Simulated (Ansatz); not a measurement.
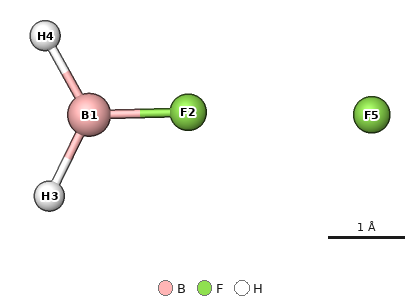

The structure as given in the input (ball-and-stick view, seen at a tilt; atoms are numbered from 1 in the order of the input).

Molecular dynamics, with input and output: BH2F2 (part 1 of 4)

BH2F2, multiplicity 2, computed with UKS B3LYP-D4/def2-SVP (Ansatz 0.2.0).

It belongs to a series of runs on one base structure; here: dynamics from the highest image of the converged band. Figures and captions count atoms from 1; the log counts them from 0 in places.

The input:
```yaml
crystal:
  periodic: [false, false, false]
  atoms:
    - { symbol: B, position_ang: [-0.007898, -0.000211, -0.116276] }
    - { symbol: F, position_ang: [-0.02667, -0.003336, 1.205053] }
    - { symbol: H, position_ang: [1.06919, 0.001275, -0.659128] }
    - { symbol: H, position_ang: [-1.068839, 0.00113, -0.69036] }
    - { symbol: F, position_ang: [0.034217, 0.001142, 3.65071] }
magnetization:
  spin_polarized: true
  initial_magnetization: 1
basis:
  gaussian: { orbitals: def2-SVP }
hamiltonian:
  xc: b3lyp
  dispersion: d4
md:
  timestep: 0.5
  n_steps: 200
  ensemble: nve
  temperature: 300.0
  initial_velocities: maxwell_boltzmann
  seed: 10468
```

Run on 1 thread of Arm Neoverse V2, 24 GiB of memory available, shared host.

Run as:
```bash
ansatz run input.yaml --threads 1 --pin off --max-ram 2048MiB --backend cpu --events-out ev --progress --plain --runs-dir out
```

The program's output:
```
Engine: ansatz 0.2.0, aarch64-unknown-linux-gnu
Functional definition: B3LYP
  parameter a0 = 0.2
  parameter ax = 0.72
  parameter ac = 0.81
  exchange = (1 - a0 - ax)*slater_x + ax*b88_x + a0*exact_x
  correlation = (1 - ac)*vwn_rpa_c + ac*lyp_c
548 factors; integrals over basis functions are off by at most 5.9e-4 eV
mean field evaluation 1: about -6125.4948 eV, gradient 3.6e1 eV
mean field evaluation 2: about -5766.3975 eV, gradient 1.3e2 eV
mean field evaluation 4: about -6134.0728 eV, gradient 2.0e1 eV
mean field evaluation 8: about -6135.3717 eV, gradient 1.9e0 eV
mean field evaluation 16: about -6135.4001 eV, gradient 2.1e-1 eV
mean field evaluation 32: about -6135.4743 eV, gradient 8.3e-6 eV
mean field -6135.47425452 eV, -225.4745200799 hartree, gradient 2.1e-7 eV, S^2 0.750996; 4 other end points of the search recorded, 0 dependent functions left out
the calculation of the forces begins
reference -6135.47442828 eV, -225.4745264655 hartree; 13, 12 occupied and 39, 40 virtual orbitals, 548 factors
md step     0: t =     0.00 fs  T =   300.0 K  F+E_penalty+E_count = -6135.51987555 eV  E_kin = 0.116334 eV  conserved = -6135.40354155 eV  (192 SCF iters)
these checks for a lower state are left out or cut short: starts, cluster_reference, orbital_swaps, neighbouring_geometries, increment
548 factors; integrals over basis functions are off by at most 5.9e-4 eV
mean field evaluation 64: about -6135.4732 eV, gradient 2.4e-5 eV
mean field -6135.47321376 eV, -225.4744818325 hartree, gradient 1.2e-7 eV, S^2 0.750997; 0 other end points of the search recorded, 0 dependent functions left out
the calculation of the forces begins
reference -6135.47338757 eV, -225.4744882198 hartree; 13, 12 occupied and 39, 40 virtual orbitals, 548 factors
md step     1: t =     0.50 fs  T =   297.4 K  F+E_penalty+E_count = -6135.51884430 eV  E_kin = 0.115308 eV  conserved = -6135.40353657 eV  (114 SCF iters)
[... from here on the SCF iterations and repeated set-up lines of each step are left out, up to the last step ...]
md step     2: t =     1.00 fs  T =   290.4 K  F+E_penalty+E_count = -6135.51612973 eV  E_kin = 0.112608 eV  conserved = -6135.40352184 eV  (111 SCF iters)
md step     3: t =     1.50 fs  T =   279.7 K  F+E_penalty+E_count = -6135.51196806 eV  E_kin = 0.108469 eV  conserved = -6135.40349939 eV  (107 SCF iters)
md step     4: t =     2.00 fs  T =   266.2 K  F+E_penalty+E_count = -6135.50671822 eV  E_kin = 0.103246 eV  conserved = -6135.40347205 eV  (106 SCF iters)
md step     5: t =     2.50 fs  T =   251.1 K  F+E_penalty+E_count = -6135.50081587 eV  E_kin = 0.097373 eV  conserved = -6135.40344329 eV  (105 SCF iters)
md step     6: t =     3.00 fs  T =   235.5 K  F+E_penalty+E_count = -6135.49472059 eV  E_kin = 0.091304 eV  conserved = -6135.40341613 eV  (105 SCF iters)
md step     7: t =     3.50 fs  T =   220.4 K  F+E_penalty+E_count = -6135.48886638 eV  E_kin = 0.085473 eV  conserved = -6135.40339315 eV  (105 SCF iters)
md step     8: t =     4.00 fs  T =   206.9 K  F+E_penalty+E_count = -6135.48362070 eV  E_kin = 0.080245 eV  conserved = -6135.40337603 eV  (105 SCF iters)
md step     9: t =     4.50 fs  T =   195.7 K  F+E_penalty+E_count = -6135.47925755 eV  E_kin = 0.075892 eV  conserved = -6135.40336543 eV  (106 SCF iters)
md step    10: t =     5.00 fs  T =   187.2 K  F+E_penalty+E_count = -6135.47594729 eV  E_kin = 0.072586 eV  conserved = -6135.40336094 eV  (96 SCF iters)
md step    11: t =     5.50 fs  T =   181.6 K  F+E_penalty+E_count = -6135.47376288 eV  E_kin = 0.070402 eV  conserved = -6135.40336132 eV  (94 SCF iters)
md step    12: t =     6.00 fs  T =   178.8 K  F+E_penalty+E_count = -6135.47270000 eV  E_kin = 0.069335 eV  conserved = -6135.40336476 eV  (109 SCF iters)
md step    13: t =     6.50 fs  T =   178.8 K  F+E_penalty+E_count = -6135.47270560 eV  E_kin = 0.069336 eV  conserved = -6135.40336935 eV  (96 SCF iters)
md step    14: t =     7.00 fs  T =   181.4 K  F+E_penalty+E_count = -6135.47370758 eV  E_kin = 0.070334 eV  conserved = -6135.40337365 eV  (96 SCF iters)
md step    15: t =     7.50 fs  T =   186.3 K  F+E_penalty+E_count = -6135.47563761 eV  E_kin = 0.072261 eV  conserved = -6135.40337703 eV  (95 SCF iters)
md step    16: t =     8.00 fs  T =   193.6 K  F+E_penalty+E_count = -6135.47844019 eV  E_kin = 0.075060 eV  conserved = -6135.40338002 eV  (94 SCF iters)
md step    17: t =     8.50 fs  T =   202.9 K  F+E_penalty+E_count = -6135.48206447 eV  E_kin = 0.078680 eV  conserved = -6135.40338413 eV  (92 SCF iters)
md step    18: t =     9.00 fs  T =   214.2 K  F+E_penalty+E_count = -6135.48644074 eV  E_kin = 0.083049 eV  conserved = -6135.40339153 eV  (97 SCF iters)
md step    19: t =     9.50 fs  T =   227.0 K  F+E_penalty+E_count = -6135.49144803 eV  E_kin = 0.088044 eV  conserved = -6135.40340395 eV  (110 SCF iters)
md step    20: t =    10.00 fs  T =   241.0 K  F+E_penalty+E_count = -6135.49688565 eV  E_kin = 0.093463 eV  conserved = -6135.40342245 eV  (100 SCF iters)
md step    21: t =    10.50 fs  T =   255.3 K  F+E_penalty+E_count = -6135.50245845 eV  E_kin = 0.099012 eV  conserved = -6135.40344652 eV  (97 SCF iters)
md step    22: t =    11.00 fs  T =   269.0 K  F+E_penalty+E_count = -6135.50778595 eV  E_kin = 0.104312 eV  conserved = -6135.40347399 eV  (99 SCF iters)
md step    23: t =    11.50 fs  T =   280.9 K  F+E_penalty+E_count = -6135.51243697 eV  E_kin = 0.108936 eV  conserved = -6135.40350134 eV  (105 SCF iters)
md step    24: t =    12.00 fs  T =   290.0 K  F+E_penalty+E_count = -6135.51598455 eV  E_kin = 0.112460 eV  conserved = -6135.40352447 eV  (100 SCF iters)
md step    25: t =    12.50 fs  T =   295.3 K  F+E_penalty+E_count = -6135.51807010 eV  E_kin = 0.114531 eV  conserved = -6135.40353958 eV  (105 SCF iters)
md step    26: t =    13.00 fs  T =   296.4 K  F+E_penalty+E_count = -6135.51846292 eV  E_kin = 0.114919 eV  conserved = -6135.40354396 eV  (104 SCF iters)
md step    27: t =    13.50 fs  T =   292.9 K  F+E_penalty+E_count = -6135.51710218 eV  E_kin = 0.113566 eV  conserved = -6135.40353656 eV  (104 SCF iters)
md step    28: t =    14.00 fs  T =   285.2 K  F+E_penalty+E_count = -6135.51411282 eV  E_kin = 0.110595 eV  conserved = -6135.40351821 eV  (105 SCF iters)
md step    29: t =    14.50 fs  T =   274.1 K  F+E_penalty+E_count = -6135.50979233 eV  E_kin = 0.106301 eV  conserved = -6135.40349137 eV  (106 SCF iters)
md step    30: t =    15.00 fs  T =   260.7 K  F+E_penalty+E_count = -6135.50457129 eV  E_kin = 0.101112 eV  conserved = -6135.40345973 eV  (106 SCF iters)
md step    31: t =    15.50 fs  T =   246.3 K  F+E_penalty+E_count = -6135.49895504 eV  E_kin = 0.095528 eV  conserved = -6135.40342751 eV  (105 SCF iters)
md step    32: t =    16.00 fs  T =   232.2 K  F+E_penalty+E_count = -6135.49345684 eV  E_kin = 0.090058 eV  conserved = -6135.40339877 eV  (97 SCF iters)
md step    33: t =    16.50 fs  T =   219.6 K  F+E_penalty+E_count = -6135.48853353 eV  E_kin = 0.085157 eV  conserved = -6135.40337681 eV  (96 SCF iters)
md step    34: t =    17.00 fs  T =   209.3 K  F+E_penalty+E_count = -6135.48453381 eV  E_kin = 0.081170 eV  conserved = -6135.40336364 eV  (95 SCF iters)
md step    35: t =    17.50 fs  T =   201.9 K  F+E_penalty+E_count = -6135.48166684 eV  E_kin = 0.078307 eV  conserved = -6135.40335970 eV  (96 SCF iters)
md step    36: t =    18.00 fs  T =   197.6 K  F+E_penalty+E_count = -6135.47999576 eV  E_kin = 0.076632 eV  conserved = -6135.40336388 eV  (110 SCF iters)
md step    37: t =    18.50 fs  T =   196.2 K  F+E_penalty+E_count = -6135.47945600 eV  E_kin = 0.076082 eV  conserved = -6135.40337373 eV  (100 SCF iters)
md step    38: t =    19.00 fs  T =   197.3 K  F+E_penalty+E_count = -6135.47989434 eV  E_kin = 0.076508 eV  conserved = -6135.40338602 eV  (95 SCF iters)
md step    39: t =    19.50 fs  T =   200.4 K  F+E_penalty+E_count = -6135.48111977 eV  E_kin = 0.077722 eV  conserved = -6135.40339748 eV  (95 SCF iters)
md step    40: t =    20.00 fs  T =   205.1 K  F+E_penalty+E_count = -6135.48295428 eV  E_kin = 0.079549 eV  conserved = -6135.40340569 eV  (97 SCF iters)
md step    41: t =    20.50 fs  T =   211.1 K  F+E_penalty+E_count = -6135.48527040 eV  E_kin = 0.081861 eV  conserved = -6135.40340969 eV  (95 SCF iters)
md step    42: t =    21.00 fs  T =   218.2 K  F+E_penalty+E_count = -6135.48800491 eV  E_kin = 0.084594 eV  conserved = -6135.40341042 eV  (94 SCF iters)
md step    43: t =    21.50 fs  T =   226.2 K  F+E_penalty+E_count = -6135.49114391 eV  E_kin = 0.087734 eV  conserved = -6135.40341038 eV  (97 SCF iters)
md step    44: t =    22.00 fs  T =   235.4 K  F+E_penalty+E_count = -6135.49468308 eV  E_kin = 0.091270 eV  conserved = -6135.40341294 eV  (93 SCF iters)
md step    45: t =    22.50 fs  T =   245.4 K  F+E_penalty+E_count = -6135.49857581 eV  E_kin = 0.095155 eV  conserved = -6135.40342109 eV  (113 SCF iters)
md step    46: t =    23.00 fs  T =   255.9 K  F+E_penalty+E_count = -6135.50268708 eV  E_kin = 0.099251 eV  conserved = -6135.40343636 eV  (93 SCF iters)
md step    47: t =    23.50 fs  T =   266.4 K  F+E_penalty+E_count = -6135.50677084 eV  E_kin = 0.103313 eV  conserved = -6135.40345803 eV  (113 SCF iters)
md step    48: t =    24.00 fs  T =   275.9 K  F+E_penalty+E_count = -6135.51048197 eV  E_kin = 0.106999 eV  conserved = -6135.40348316 eV  (94 SCF iters)
md step    49: t =    24.50 fs  T =   283.4 K  F+E_penalty+E_count = -6135.51342305 eV  E_kin = 0.109916 eV  conserved = -6135.40350724 eV  (94 SCF iters)
md step    50: t =    25.00 fs  T =   288.0 K  F+E_penalty+E_count = -6135.51521516 eV  E_kin = 0.111690 eV  conserved = -6135.40352536 eV  (96 SCF iters)
md step    51: t =    25.50 fs  T =   288.9 K  F+E_penalty+E_count = -6135.51557460 eV  E_kin = 0.112041 eV  conserved = -6135.40353351 eV  (93 SCF iters)
md step    52: t =    26.00 fs  T =   285.8 K  F+E_penalty+E_count = -6135.51437618 eV  E_kin = 0.110847 eV  conserved = -6135.40352947 eV  (93 SCF iters)
md step    53: t =    26.50 fs  T =   279.0 K  F+E_penalty+E_count = -6135.51168793 eV  E_kin = 0.108175 eV  conserved = -6135.40351333 eV  (94 SCF iters)
md step    54: t =    27.00 fs  T =   268.9 K  F+E_penalty+E_count = -6135.50776993 eV  E_kin = 0.104283 eV  conserved = -6135.40348732 eV  (90 SCF iters)
md step    55: t =    27.50 fs  T =   256.8 K  F+E_penalty+E_count = -6135.50303894 eV  E_kin = 0.099584 eV  conserved = -6135.40345521 eV  (105 SCF iters)
md step    56: t =    28.00 fs  T =   243.9 K  F+E_penalty+E_count = -6135.49800752 eV  E_kin = 0.094586 eV  conserved = -6135.40342186 eV  (89 SCF iters)
md step    57: t =    28.50 fs  T =   231.6 K  F+E_penalty+E_count = -6135.49320896 eV  E_kin = 0.089817 eV  conserved = -6135.40339185 eV  (88 SCF iters)
md step    58: t =    29.00 fs  T =   221.1 K  F+E_penalty+E_count = -6135.48912352 eV  E_kin = 0.085754 eV  conserved = -6135.40336905 eV  (87 SCF iters)
md step    59: t =    29.50 fs  T =   213.4 K  F+E_penalty+E_count = -6135.48611629 eV  E_kin = 0.082760 eV  conserved = -6135.40335600 eV  (87 SCF iters)
md step    60: t =    30.00 fs  T =   209.0 K  F+E_penalty+E_count = -6135.48439656 eV  E_kin = 0.081043 eV  conserved = -6135.40335359 eV  (96 SCF iters)
md step    61: t =    30.50 fs  T =   208.0 K  F+E_penalty+E_count = -6135.48400368 eV  E_kin = 0.080643 eV  conserved = -6135.40336097 eV  (86 SCF iters)
md step    62: t =    31.00 fs  T =   210.0 K  F+E_penalty+E_count = -6135.48482073 eV  E_kin = 0.081445 eV  conserved = -6135.40337576 eV  (86 SCF iters)
md step    63: t =    31.50 fs  T =   214.6 K  F+E_penalty+E_count = -6135.48661283 eV  E_kin = 0.083218 eV  conserved = -6135.40339443 eV  (86 SCF iters)
md step    64: t =    32.00 fs  T =   220.9 K  F+E_penalty+E_count = -6135.48908318 eV  E_kin = 0.085670 eV  conserved = -6135.40341303 eV  (87 SCF iters)
md step    65: t =    32.50 fs  T =   228.2 K  F+E_penalty+E_count = -6135.49193606 eV  E_kin = 0.088508 eV  conserved = -6135.40342793 eV  (85 SCF iters)
md step    66: t =    33.00 fs  T =   236.0 K  F+E_penalty+E_count = -6135.49493366 eV  E_kin = 0.091497 eV  conserved = -6135.40343673 eV  (89 SCF iters)
md step    67: t =    33.50 fs  T =   243.7 K  F+E_penalty+E_count = -6135.49793385 eV  E_kin = 0.094495 eV  conserved = -6135.40343887 eV  (87 SCF iters)
md step    68: t =    34.00 fs  T =   251.3 K  F+E_penalty+E_count = -6135.50089884 eV  E_kin = 0.097463 eV  conserved = -6135.40343598 eV  (88 SCF iters)
md step    69: t =    34.50 fs  T =   259.0 K  F+E_penalty+E_count = -6135.50387066 eV  E_kin = 0.100439 eV  conserved = -6135.40343116 eV  (103 SCF iters)
md step    70: t =    35.00 fs  T =   266.9 K  F+E_penalty+E_count = -6135.50692042 eV  E_kin = 0.103492 eV  conserved = -6135.40342867 eV  (87 SCF iters)
md step    71: t =    35.50 fs  T =   275.0 K  F+E_penalty+E_count = -6135.51008342 eV  E_kin = 0.106651 eV  conserved = -6135.40343228 eV  (92 SCF iters)
md step    72: t =    36.00 fs  T =   283.3 K  F+E_penalty+E_count = -6135.51330134 eV  E_kin = 0.109857 eV  conserved = -6135.40344402 eV  (92 SCF iters)
md step    73: t =    36.50 fs  T =   291.2 K  F+E_penalty+E_count = -6135.51639096 eV  E_kin = 0.112928 eV  conserved = -6135.40346339 eV  (92 SCF iters)
md step    74: t =    37.00 fs  T =   298.0 K  F+E_penalty+E_count = -6135.51905262 eV  E_kin = 0.115565 eV  conserved = -6135.40348716 eV  (89 SCF iters)
md step    75: t =    37.50 fs  T =   302.8 K  F+E_penalty+E_count = -6135.52092023 eV  E_kin = 0.117410 eV  conserved = -6135.40351015 eV  (93 SCF iters)
md step    76: t =    38.00 fs  T =   304.6 K  F+E_penalty+E_count = -6135.52164157 eV  E_kin = 0.118115 eV  conserved = -6135.40352657 eV  (94 SCF iters)
md step    77: t =    38.50 fs  T =   302.8 K  F+E_penalty+E_count = -6135.52096794 eV  E_kin = 0.117436 eV  conserved = -6135.40353160 eV  (94 SCF iters)
md step    78: t =    39.00 fs  T =   297.3 K  F+E_penalty+E_count = -6135.51882887 eV  E_kin = 0.115306 eV  conserved = -6135.40352269 eV  (113 SCF iters)
md step    79: t =    39.50 fs  T =   288.5 K  F+E_penalty+E_count = -6135.51537194 eV  E_kin = 0.111872 eV  conserved = -6135.40350017 eV  (99 SCF iters)
md step    80: t =    40.00 fs  T =   277.2 K  F+E_penalty+E_count = -6135.51095733 eV  E_kin = 0.107490 eV  conserved = -6135.40346723 eV  (96 SCF iters)
md step    81: t =    40.50 fs  T =   264.8 K  F+E_penalty+E_count = -6135.50610833 eV  E_kin = 0.102679 eV  conserved = -6135.40342909 eV  (98 SCF iters)
md step    82: t =    41.00 fs  T =   252.8 K  F+E_penalty+E_count = -6135.50142936 eV  E_kin = 0.098037 eV  conserved = -6135.40339193 eV  (93 SCF iters)
md step    83: t =    41.50 fs  T =   242.8 K  F+E_penalty+E_count = -6135.49750868 eV  E_kin = 0.094147 eV  conserved = -6135.40336170 eV  (92 SCF iters)
md step    84: t =    42.00 fs  T =   235.9 K  F+E_penalty+E_count = -6135.49482498 eV  E_kin = 0.091482 eV  conserved = -6135.40334299 eV  (91 SCF iters)
md step    85: t =    42.50 fs  T =   233.0 K  F+E_penalty+E_count = -6135.49367443 eV  E_kin = 0.090336 eV  conserved = -6135.40333838 eV  (93 SCF iters)
md step    86: t =    43.00 fs  T =   234.1 K  F+E_penalty+E_count = -6135.49413049 eV  E_kin = 0.090783 eV  conserved = -6135.40334795 eV  (91 SCF iters)
md step    87: t =    43.50 fs  T =   239.0 K  F+E_penalty+E_count = -6135.49604268 eV  E_kin = 0.092673 eV  conserved = -6135.40336935 eV  (90 SCF iters)
md step    88: t =    44.00 fs  T =   246.7 K  F+E_penalty+E_count = -6135.49907412 eV  E_kin = 0.095676 eV  conserved = -6135.40339818 eV  (89 SCF iters)
md step    89: t =    44.50 fs  T =   256.2 K  F+E_penalty+E_count = -6135.50277136 eV  E_kin = 0.099343 eV  conserved = -6135.40342879 eV  (98 SCF iters)
md step    90: t =    45.00 fs  T =   266.1 K  F+E_penalty+E_count = -6135.50665364 eV  E_kin = 0.103198 eV  conserved = -6135.40345535 eV  (91 SCF iters)
md step    91: t =    45.50 fs  T =   275.5 K  F+E_penalty+E_count = -6135.51030428 eV  E_kin = 0.106831 eV  conserved = -6135.40347312 eV  (92 SCF iters)
md step    92: t =    46.00 fs  T =   283.6 K  F+E_penalty+E_count = -6135.51344437 eV  E_kin = 0.109965 eV  conserved = -6135.40347960 eV  (92 SCF iters)
md step    93: t =    46.50 fs  T =   290.1 K  F+E_penalty+E_count = -6135.51597109 eV  E_kin = 0.112496 eV  conserved = -6135.40347523 eV  (92 SCF iters)
md step    94: t =    47.00 fs  T =   295.2 K  F+E_penalty+E_count = -6135.51794967 eV  E_kin = 0.114486 eV  conserved = -6135.40346342 eV  (91 SCF iters)
md step    95: t =    47.50 fs  T =   299.4 K  F+E_penalty+E_count = -6135.51955976 eV  E_kin = 0.116110 eV  conserved = -6135.40344966 eV  (89 SCF iters)
md step    96: t =    48.00 fs  T =   303.2 K  F+E_penalty+E_count = -6135.52101013 eV  E_kin = 0.117570 eV  conserved = -6135.40343991 eV  (92 SCF iters)
md step    97: t =    48.50 fs  T =   306.9 K  F+E_penalty+E_count = -6135.52244626 eV  E_kin = 0.119007 eV  conserved = -6135.40343879 eV  (89 SCF iters)
md step    98: t =    49.00 fs  T =   310.6 K  F+E_penalty+E_count = -6135.52387952 eV  E_kin = 0.120431 eV  conserved = -6135.40344803 eV  (91 SCF iters)
md step    99: t =    49.50 fs  T =   313.8 K  F+E_penalty+E_count = -6135.52516111 eV  E_kin = 0.121695 eV  conserved = -6135.40346586 eV  (89 SCF iters)
md step   100: t =    50.00 fs  T =   316.0 K  F+E_penalty+E_count = -6135.52601006 eV  E_kin = 0.122523 eV  conserved = -6135.40348750 eV  (88 SCF iters)
md step   101: t =    50.50 fs  T =   316.1 K  F+E_penalty+E_count = -6135.52608791 eV  E_kin = 0.122581 eV  conserved = -6135.40350659 eV  (88 SCF iters)
md step   102: t =    51.00 fs  T =   313.5 K  F+E_penalty+E_count = -6135.52509764 eV  E_kin = 0.121581 eV  conserved = -6135.40351706 eV  (88 SCF iters)
md step   103: t =    51.50 fs  T =   307.8 K  F+E_penalty+E_count = -6135.52287830 eV  E_kin = 0.119363 eV  conserved = -6135.40351482 eV  (94 SCF iters)
md step   104: t =    52.00 fs  T =   299.1 K  F+E_penalty+E_count = -6135.51946925 eV  E_kin = 0.115971 eV  conserved = -6135.40349871 eV  (91 SCF iters)
md step   105: t =    52.50 fs  T =   287.9 K  F+E_penalty+E_count = -6135.51512829 eV  E_kin = 0.111658 eV  conserved = -6135.40347071 eV  (91 SCF iters)
md step   106: t =    53.00 fs  T =   275.6 K  F+E_penalty+E_count = -6135.51030119 eV  E_kin = 0.106866 eV  conserved = -6135.40343514 eV  (88 SCF iters)
md step   107: t =    53.50 fs  T =   263.4 K  F+E_penalty+E_count = -6135.50555251 eV  E_kin = 0.102155 eV  conserved = -6135.40339785 eV  (88 SCF iters)
md step   108: t =    54.00 fs  T =   253.0 K  F+E_penalty+E_count = -6135.50147375 eV  E_kin = 0.098109 eV  conserved = -6135.40336502 eV  (90 SCF iters)
```
